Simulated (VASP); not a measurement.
Energy against volume of LiCl (rock salt). Computed with AM05 GGA, VASP's PBE PAW potentials (set 64) (plane waves; VASP).

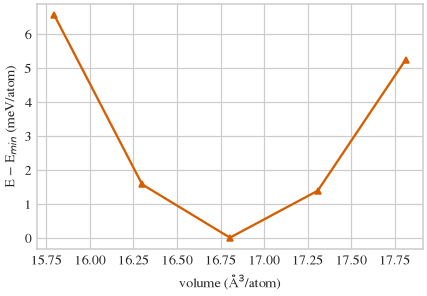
Fig. 1. Energy against volume

Estimate the equilibrium volume and the bulk modulus.

The minimum lies near 16.8 Å³/atom, and the curvature gives B0 of about 31 GPa.

The compound is LiCl in the rock salt structure. It was relaxed first.
